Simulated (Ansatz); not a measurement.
# C3H4AlFO: two geometries relaxed

Are the two ends of the shift of H7 from C3 to C4 separate minima, and which lies lower? Each is relaxed from a guess. SMILES of the start: [F][Al]1[CH]=CO[CH2]1.

Program: Ansatz 0.2.0. Level of theory: RKS PBE-D4/6-31G*. These are calculated values, not measurements.

## Step 1: The structure to begin with

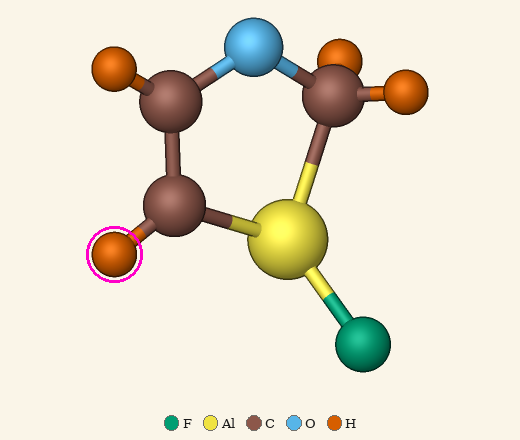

Start, viewed from a chosen angle; fluorine teal, aluminium yellow, carbon brown, oxygen blue, hydrogen orange. Ringed: H7.

Coordinates:

```xyz
10

F    -2.5909   -0.2909    1.3192
Al   -0.8558   -0.1089    1.1394
C     0.0949   -1.3512    0.0230
C     1.0012   -0.6890   -0.7975
O     0.9157    0.6898   -0.7763
C     0.0112    1.3693    0.1243
H     0.0665   -2.4288    0.0501
H     1.6040   -1.2119   -1.4952
H    -0.7384    1.9416   -0.4125
H     0.5749    2.0289    0.8284
```

## Step 2: End point A

The input, input.yaml:

```yaml
crystal:
  periodic: [false, false, false]
  atoms:
    - { symbol: F, position_ang: [-2.5909, -0.2909, 1.3192] }
    - { symbol: Al, position_ang: [-0.8558, -0.1089, 1.1394] }
    - { symbol: C, position_ang: [0.0949, -1.3512, 0.023] }
    - { symbol: C, position_ang: [1.0012, -0.689, -0.7975] }
    - { symbol: O, position_ang: [0.9157, 0.6898, -0.7763] }
    - { symbol: C, position_ang: [0.0112, 1.3693, 0.1243] }
    - { symbol: H, position_ang: [0.0665, -2.4288, 0.0501] }
    - { symbol: H, position_ang: [1.604, -1.2119, -1.4952] }
    - { symbol: H, position_ang: [-0.7384, 1.9416, -0.4125] }
    - { symbol: H, position_ang: [0.5749, 2.0289, 0.8284] }
basis:
  gaussian: { orbitals: "6-31G*" }
hamiltonian:
  xc: pbe
  dispersion: d4
relax:
  f_tol: 0.02
  max_steps: 50
output:
  orbitals: {}
```

Run with:

```bash
$ ansatz run input.yaml --threads 2 --pin off --max-ram 3072MiB --backend cpu --events-out ev --progress --plain --runs-dir out
```

Output, cut to the lines that bear on the results:

```text
Warning: RAYON_NUM_THREADS=2 ignored (pool sized by the plan → 2); use --threads N
[...]
Functional definition: PBE
[...]
1132 factors; their error is unknown
[...]
mean field -14523.89538108 eV, -533.7433106048 hartree, gradient 2.8e-5 eV, S^2 0.000000; 0 other end points of the search recorded, 0 dependent functions left out
[...]
reference -14523.89542258 eV, -533.7433121300 hartree; 26, 26 occupied and 76, 76 virtual orbitals, 1132 factors
relax step   1: F+E_penalty+E_count = -14524.11392984 eV  Δ(F+E_penalty+E_count) = +0.000e0 eV  max|allowed force component| = 4.108e0 eV/Å  Δτ_max = 0.0000 Å  (31 SCF iters, accepted)
[...]
relax step   3: F+E_penalty+E_count = -14524.96025293 eV  Δ(F+E_penalty+E_count) = -1.488e-1 eV  max|allowed force component| = 1.746e0 eV/Å  Δτ_max = 0.1942 Å  (38 SCF iters, accepted)
[...]
relax step   5: F+E_penalty+E_count = -14525.11630960 eV  Δ(F+E_penalty+E_count) = -1.409e-1 eV  max|allowed force component| = 8.152e-1 eV/Å  Δτ_max = 0.0505 Å  (31 SCF iters, accepted)
[...]
relax step   7: F+E_penalty+E_count = -14525.13809916 eV  Δ(F+E_penalty+E_count) = -5.955e-3 eV  max|allowed force component| = 4.947e-2 eV/Å  Δτ_max = 0.0533 Å  (31 SCF iters, accepted)
[...]
relax step   8: F+E_penalty+E_count = -14525.13845083 eV  Δ(F+E_penalty+E_count) = -3.517e-4 eV  max|allowed force component| = 2.299e-2 eV/Å  Δτ_max = 0.0111 Å  (32 SCF iters, accepted)
[...]
relax step   9: F+E_penalty+E_count = -14525.13850810 eV  Δ(F+E_penalty+E_count) = -5.727e-5 eV  max|allowed force component| = 5.773e-3 eV/Å  Δτ_max = 0.0046 Å  (32 SCF iters, accepted)
1132 factors; their error is unknown
[...]
mean field -14524.92240550 eV, -533.7810530560 hartree, gradient 2.6e-5 eV, S^2 0.000000; 1 other end points of the search recorded, 0 dependent functions left out
[...]
reference -14524.92244661 eV, -533.7810545670 hartree; 26, 26 occupied and 76, 76 virtual orbitals, 1132 factors
Total energy: -14525.13854921 eV, -533.7889961910 hartree
Atom 0 at    -2.442751    -0.192729     1.800885 Å, force     0.000974     0.000686    -0.000774 eV/Å
Atom 1 at    -1.098694    -0.174703     0.811218 Å, force     0.003403    -0.004890    -0.003534 eV/Å
Atom 2 at     0.014683    -1.453900    -0.043372 Å, force    -0.003555     0.002120     0.003973 eV/Å
Atom 3 at     0.932503    -0.682121    -0.697124 Å, force     0.001538     0.005773    -0.001249 eV/Å
Atom 4 at     0.985333     0.680796    -0.699714 Å, force    -0.001324    -0.002591     0.000251 eV/Å
Atom 5 at    -0.055476     1.354194     0.082705 Å, force    -0.002087    -0.001635     0.001790 eV/Å
Atom 6 at     0.102736    -2.537305    -0.136795 Å, force    -0.000600     0.000308     0.000745 eV/Å
Atom 7 at     1.757997    -1.065304    -1.313632 Å, force    -0.000394    -0.000601    -0.000549 eV/Å
Atom 8 at    -0.582907     2.027383    -0.615554 Å, force     0.001441     0.000318    -0.000890 eV/Å
Atom 9 at     0.469876     1.992589     0.814283 Å, force     0.000604     0.000511     0.000237 eV/Å
Dipole moment:     0.142333     0.065886    -0.103086 e Å
```

Run time: 26 s. Hardware: 2 threads of AMD EPYC 7R13 (Zen 3), shared host; peak memory 0.18 GiB.

Step by step:

| step | energy from step 1 (eV) | largest force component (eV/Å) |
| --- | --- | --- |
| 1 | 0.0000 | 4.1083 |
| 2 | -0.6975 | 1.8225 |
| 3 | -0.8463 | 1.7458 |
| 4 | -0.8614 | 1.8688 |
| 5 | -1.0024 | 0.8152 |
| 6 | -1.0182 | 0.1608 |
| 7 | -1.0242 | 0.0495 |
| 8 | -1.0245 | 0.0230 |
| 9 | -1.0246 | 0.0058 |

Step 1 is the start.

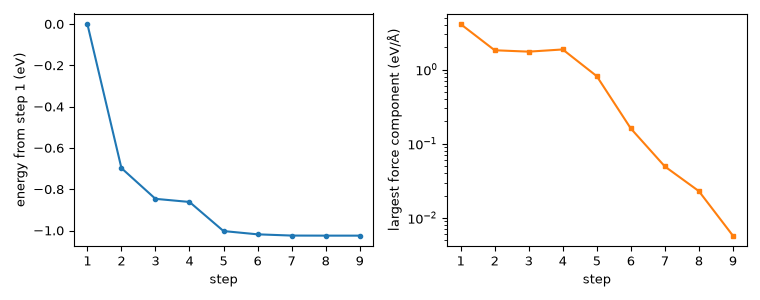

Energy and largest force along the relaxation.

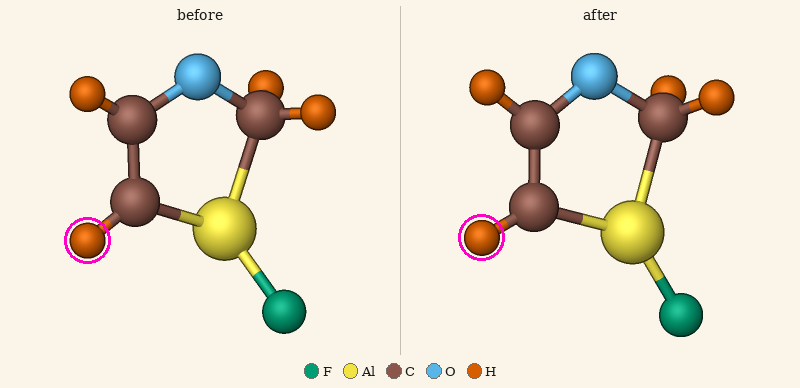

Before and after, at one scale.

After: Bond lengths: F1–Al2 1.669 Å, Al2–C3 1.899 Å, C3–C4 1.366 Å, C4–O5 1.364 Å, Al2–C6 1.989 Å, O5–C6 1.466 Å, C3–H7 1.091 Å, C4–H8 1.099 Å, C6–H9 1.104 Å, C6–H10 1.104 Å. Angles (14 of 16 angles, heavy atoms first): F1–Al2–C3 137.0°, F1–Al2–C6 130.4°, C3–Al2–C6 92.6°, Al2–C3–C4 103.2°, C3–C4–O5 126.3°, C4–O5–C6 115.5°, Al2–C6–O5 102.4°, Al2–C3–H7 139.0°, C4–C3–H7 117.8°, C3–C4–H8 125.2°, O5–C4–H8 108.6°, Al2–C6–H9 116.7°, Al2–C6–H10 116.8°, O5–C6–H9 106.4°.

## Step 3: End point B

The second end starts from a geometry with the move made by hand.

input.yaml, as its differences from that of step 2:

```diff
@@ -9,3 +9,3 @@
     - { symbol: C, position_ang: [0.0112, 1.3693, 0.1243] }
-    - { symbol: H, position_ang: [0.0665, -2.4288, 0.0501] }
+    - { symbol: H, position_ang: [1.72698, -1.29029, -0.24997] }
     - { symbol: H, position_ang: [1.604, -1.2119, -1.4952] }
@@ -21,3 +21 @@
   max_steps: 50
-output:
-  orbitals: {}
```

Run with:

```bash
$ ansatz run input.yaml --threads 2 --pin off --max-ram 3072MiB --backend cpu --events-out ev --progress --plain --runs-dir out
```

Output, cut to the lines that bear on the results:

```text
Warning: RAYON_NUM_THREADS=2 ignored (pool sized by the plan → 2); use --threads N
[...]
[... 1 set-up line as earlier in the session ...]
[...]
1132 factors; their error is unknown
[...]
mean field -14519.17882243 eV, -533.5699802715 hartree, gradient 1.0e-5 eV, S^2 0.000000; 1 other end points of the search recorded, 0 dependent functions left out
[...]
reference -14519.17886403 eV, -533.5699818002 hartree; 26, 26 occupied and 76, 76 virtual orbitals, 1132 factors
relax step   1: F+E_penalty+E_count = -14519.39461343 eV  Δ(F+E_penalty+E_count) = +0.000e0 eV  max|allowed force component| = 4.350e0 eV/Å  Δτ_max = 0.0000 Å  (52 SCF iters, accepted)
[...]
relax step   4: F+E_penalty+E_count = -14521.82104023 eV  Δ(F+E_penalty+E_count) = -3.804e-1 eV  max|allowed force component| = 1.166e0 eV/Å  Δτ_max = 0.2000 Å  (32 SCF iters, accepted)
[...]
Total energy: -14525.13853381 eV, -533.7889956251 hartree
Atom 0 at    -2.094763    -0.340233     1.953103 Å, force    -0.004414    -0.001622     0.004198 eV/Å
Atom 1 at    -0.836434    -0.178484     0.868728 Å, force     0.006629     0.003055    -0.003699 eV/Å
Atom 2 at     0.418882    -1.319222     0.015434 Å, force    -0.008882    -0.000150     0.002462 eV/Å
Atom 3 at     1.149879    -0.459345    -0.753852 Å, force    -0.001090    -0.003201     0.000768 eV/Å
Atom 4 at     0.975832     0.890340    -0.843112 Å, force     0.006102    -0.004171    -0.001826 eV/Å
Atom 5 at    -0.106763     1.442463    -0.023777 Å, force    -0.004807     0.000263     0.002769 eV/Å
Atom 6 at     0.677259    -2.378631    -0.018298 Å, force     0.003565     0.002035    -0.003307 eV/Å
Atom 7 at     1.983449    -0.748828    -1.409139 Å, force     0.005544    -0.000452    -0.001397 eV/Å
Atom 8 at    -0.778629     1.977348    -0.717283 Å, force    -0.004087     0.001320     0.000338 eV/Å
Atom 9 at     0.355070     2.202002     0.631025 Å, force     0.001440     0.002923    -0.000306 eV/Å
Dipole moment:     0.122783     0.079522    -0.117169 e Å
```

Run time: 41 s. Hardware: 2 threads of AMD EPYC 7R13 (Zen 3), shared host; peak memory 0.17 GiB.

Relaxation path:

| step | energy from step 1 (eV) | largest force component (eV/Å) |
| --- | --- | --- |
| 1 | 0.0000 | 4.3504 |
| 2 | -1.6296 | 1.8546 |
| 3 | -2.0460 | 1.3797 |
| 4 | -2.4264 | 1.1662 |
| 5 | -2.8392 | 1.8494 |
| 6 | -3.5053 | 2.3629 |
| 7 | -4.1518 | 1.9150 |
| 8 | -4.7885 | 1.2864 |
| 9 | -5.2755 | 0.8689 |
| 10 | -5.5568 | 1.0629 |
| 11 | -5.6784 | 0.4792 |
| 12 | -5.7284 | 0.3189 |
| 13 | -5.7415 | 0.1467 |
| 14 | -5.7431 | 0.1080 |
| 15 | -5.7439 | 0.0089 |

Step 1 is the start.

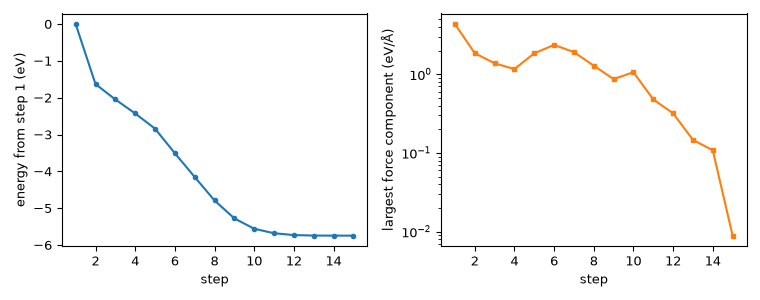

Energy and largest force along the relaxation.

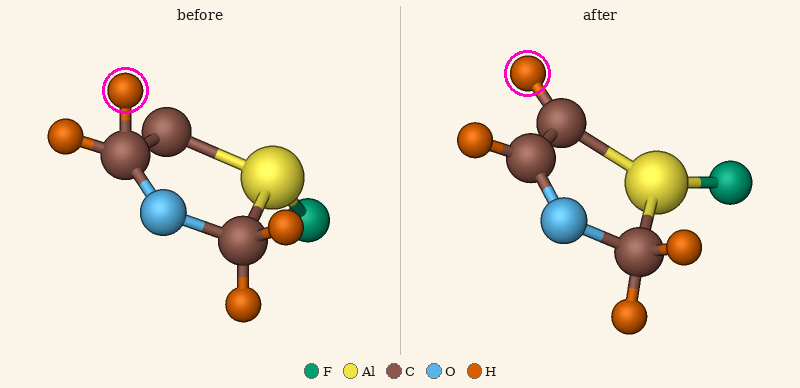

Before and after, at one scale.

After: Bond lengths: F1–Al2 1.669 Å, Al2–C3 1.899 Å, C3–C4 1.366 Å, C4–O5 1.364 Å, Al2–C6 1.989 Å, O5–C6 1.466 Å, C3–H7 1.091 Å, C4–H8 1.099 Å, C6–H9 1.104 Å, C6–H10 1.104 Å. Angles (14 of 16 angles, heavy atoms first): F1–Al2–C3 137.1°, F1–Al2–C6 130.3°, C3–Al2–C6 92.6°, Al2–C3–C4 103.2°, C3–C4–O5 126.3°, C4–O5–C6 115.5°, Al2–C6–O5 102.4°, Al2–C3–H7 138.9°, C4–C3–H7 117.9°, C3–C4–H8 125.2°, O5–C4–H8 108.6°, Al2–C6–H9 117.0°, Al2–C6–H10 116.6°, O5–C6–H9 106.3°.

Pairs that crossed the distance rule for bonds on the way: came closer C3–H7; moved apart C4–H7.

## Step 4: Summary of results

| quantity | value |
| --- | --- |
| end A | 8 moves, 1.025 eV lower |
| end B | 14 moves, 5.744 eV lower |
| largest difference between the ends | 0.01 Å |
| end B relative to end A | +0.000 eV |

Both starts fell into the same minimum (no atom differs by more than 0.01 Å), so from this start no second minimum was found and no band was run; another arrangement could still be one.
